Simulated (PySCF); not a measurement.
Input file:

```
{"job": {"kind": "nmr", "xc": "PBE0", "basis": "pcSseg-1"}, "charge": 0, "multiplicity": 1}
B     -0.757395     2.034418    -0.228165
Si    -0.233336     0.201731     0.152590
C     -1.167993    -1.095809    -0.931112
N     -0.425579    -0.159461     1.849333
Si     2.039557    -0.219006    -0.221217
H     -0.951664     2.824438     0.612768
H     -0.816797     2.421522    -1.331812
H     -2.244629    -1.052210    -0.780354
H     -0.849333    -2.109600    -0.701956
H     -0.982073    -0.929196    -1.988211
H     -0.146614    -1.061647     2.201468
H     -1.261462     0.136628     2.327698
H      2.947000     0.644923     0.540977
H      2.410287    -0.033615    -1.629733
H      2.435617    -1.595125     0.105815
```

Run with:

```sh
OMP_NUM_THREADS=1 python probes_run.py task.json out
```

Geometry: GFN2-xTB.

All numbers below come from PBE0/pcSseg-1, SCF density, gas phase, non-relativistic in PySCF.

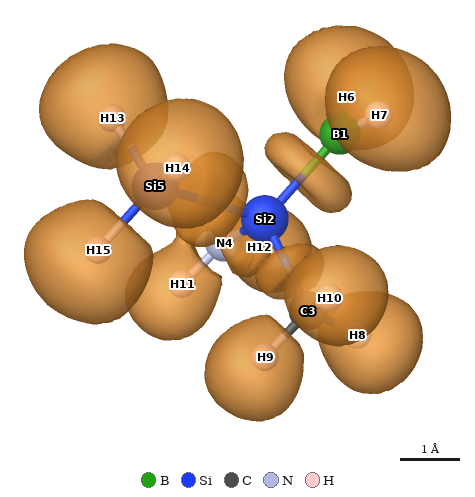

CH10BNSi2. Isosurface of the ELF at 0.8 (orange), seen at an oblique angle. Core shells and regions of very low density are left out.

Q: Where are the electrons localised?

A: The ELF exceeds this value in one region between bonded B–Si atoms (shared pairs), one region between bonded C–Si atoms (shared pairs), one region between bonded Si–Si atoms (shared pairs), eight regions around hydrogen nuclei and one joined region spread over several atoms (H, N), in which their bonds and any lone pairs are merged.

Values along the shortest contacts:
Si–N (1.75 Å): the ELF peaks at about 0.90 between the atoms; a polar covalent bond. C–Si (1.93 Å): the ELF peaks at about 0.95 between the atoms; a shared electron pair.
